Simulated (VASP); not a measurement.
Energy against volume of LiCl (rock salt). Computed with PBEsol GGA, VASP's PBE PAW potentials (set 64) (plane waves; VASP).

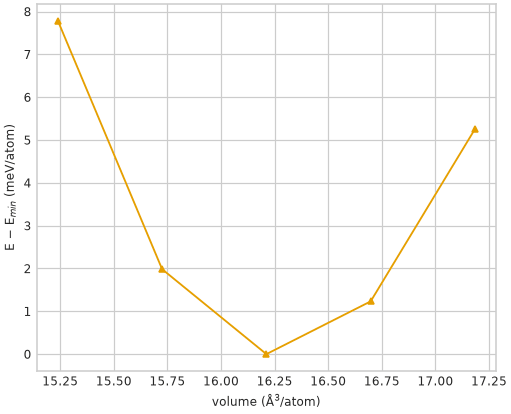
Figure. Energy against volume

Problem. Estimate the equilibrium volume and the bulk modulus.

Solution. The minimum lies near 16.3 Å³/atom, and the curvature gives B0 of about 35 GPa.

The compound is LiCl in the rock salt structure. It was relaxed first.
